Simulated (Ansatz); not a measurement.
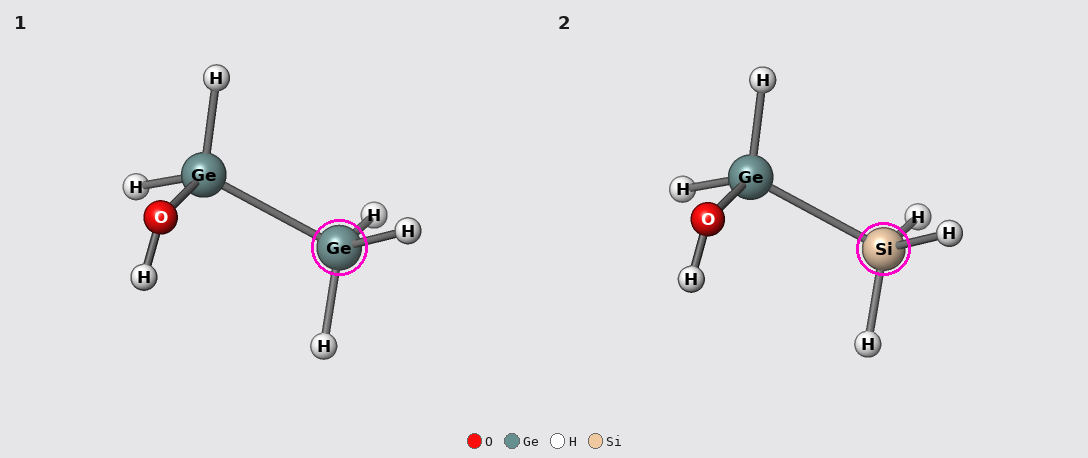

2 molecules with one skeleton, seen from the same side and at one scale; the atom that differs is circled. Charge 0, singlet. Computed geometries: PBE0-D4/def2-TZVP optimisations, one conformation each. Properties computed with Ansatz 0.2.0.

One atom differs, called X below: Ge in panel 1, Si in panel 2. Their formulas are Ge2H6O (`[OH][GeH2][GeH3]`), GeH6OSi (`[OH][GeH2][SiH3]`).

In which is the mean length of X–H larger (PBE0-D4/def2-TZVP)?

Answer. In panel 1 (X = Ge).

In which is the dipole moment larger (r2SCAN-D4/def2-TZVPP)?

Answer. In panel 2 (X = Si).

Give the values. With PBE0-D4/def2-TZVP: length of X–Ge (Å), mean length of X–H (Å), mean angle Ge–X–H (°). With r2SCAN-D4/def2-TZVPP: dipole moment (D), HOMO energy (Kohn–Sham orbital) (eV), HOMO–LUMO gap (eV).

| quantity | 1 (Ge) | 2 (Si) | 2 − 1 |
| --- | --- | --- | --- |
| length of X–Ge (Å) | 2.430 | 2.389 | −0.041 |
| mean length of X–H (Å) | 1.538 | 1.487 | −0.051 |
| mean angle Ge–X–H (°) | 110.2 | 109.9 | −0.3 |
| dipole moment (D) | 1.32 | 1.41 | +0.09 |
| HOMO energy (Kohn–Sham orbital) (eV) | −6.77 | −6.77 | 0.00 |
| HOMO–LUMO gap (eV) | 5.97 | 5.83 | −0.14 |
